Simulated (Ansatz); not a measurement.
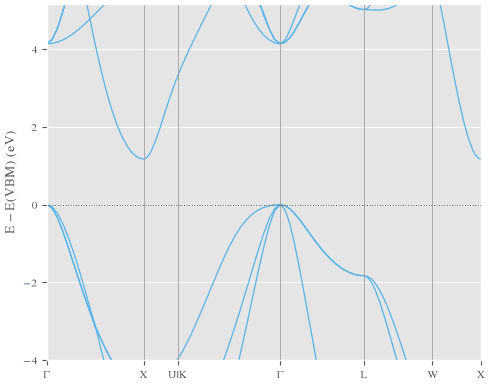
Fig. 1. Band structure from the program Ansatz at the PBE level (PAW)

Problem. Read off the gap and where the band edges lie.

Solution. About 1.2 eV (1.17 eV by a search for the band edges); maximum at Γ, minimum at X.

Problem. Which compound is it?
(A) Be2C, fluorite or antifluorite type
(B) BeSe, zinc blende
(C) PbS, zinc blende

Solution. A, Be2C, fluorite or antifluorite type

Space group Fm-3m (fluorite or antifluorite type). The cell was relaxed with PBE under the symmetry of its start.

Potentials: the later of the program's two PAW sets.
